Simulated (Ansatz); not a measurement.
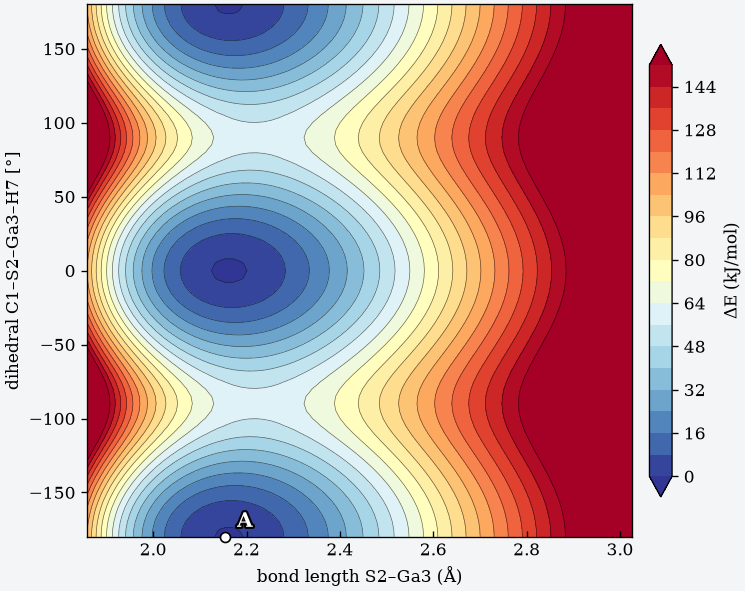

CH₅GaS, SMILES C[S][GaH2]. 
- The first coordinate is: bond length S2–Ga3; the second: dihedral C1–S2–Ga3–H7.
- Nothing is relaxed (all other coordinates rigid).
- The scan uses a 15 × 15 grid.
- Points are written as (first, second).
- Energies are in kJ/mol, from the lowest grid point.
- Level of theory: RKS SPW92 (LDA)/def2-TZVP in Ansatz.

In the figure: filled contours, one colour for all values above the top of the scale, the point A. Between grid points the surface is interpolated.

Q: What is the easiest way out of the well at A, and how high is the barrier?

A: The easiest path leads from the well at about (2.15 Å, −180°) to a well of about the same depth at about (2.15 Å, 0°). Its highest point lies about 59 kJ/mol above the bottom of the first well on the interpolated surface, at about (2.22 Å, −90°). The start is the relaxed structure and all else is held, so a fully relaxed path at this level can only be lower.

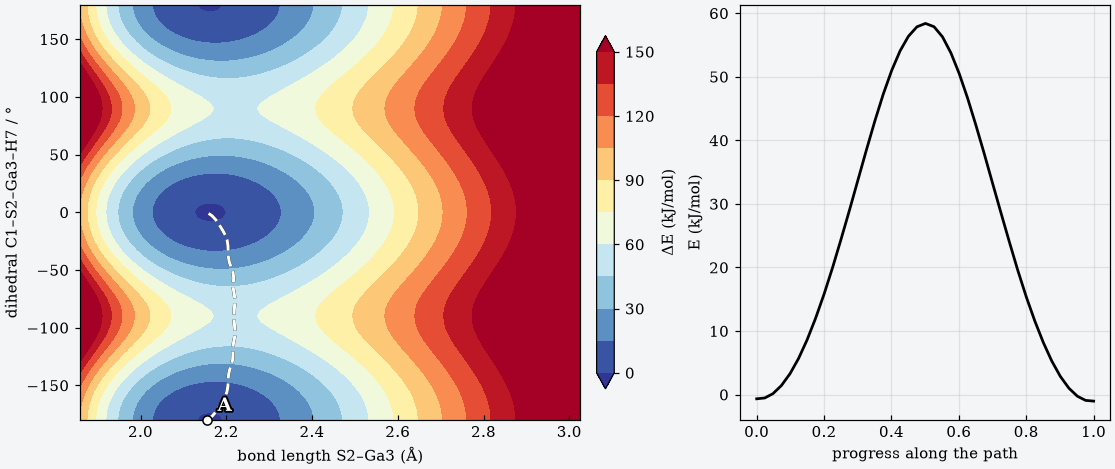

In the figure: filled contours, a line along the lowest path, one colour for all values above the top of the scale, the energy along the path at the right. Between grid points the surface is interpolated.
